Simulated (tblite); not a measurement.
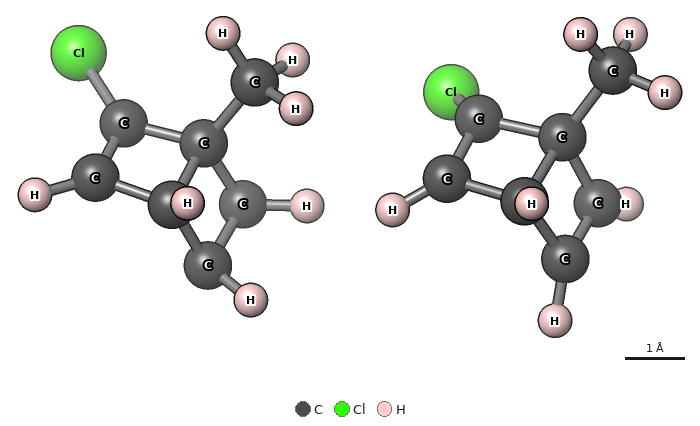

Two geometries of C₇H₇Cl (charge −1, multiplicity 2), drawn at one scale. One is the start of a relaxation, the other its converged end. The picture is a ball-and-stick view, seen face on.

These are results of GFN2-xTB geometry optimisation, gas phase in tblite 0.8.0, not measurements. 

### Which one is relaxed?

The right one is the relaxed one. Over 87 geometry steps the energy falls by 195.7 kJ/mol. An H atom moves most after the best rigid fit: 0.99 Å. Largest moves by element: H 0.99 Å, Cl 0.97 Å, C 0.31 Å. Near-neighbour distances that change, for instance: C–C 1.488 → 1.362 Å, C–C 1.472 → 1.571 Å, C–Cl 1.759 → 1.842 Å, C–C 1.447 → 1.526 Å. Bond angles that change, for instance: C–C–H 111.4° → 133.9°, C–C–H 114.2° → 133.2°, C–C–H 111.7° → 129.9°. Groups turn about C–C by about 25°.
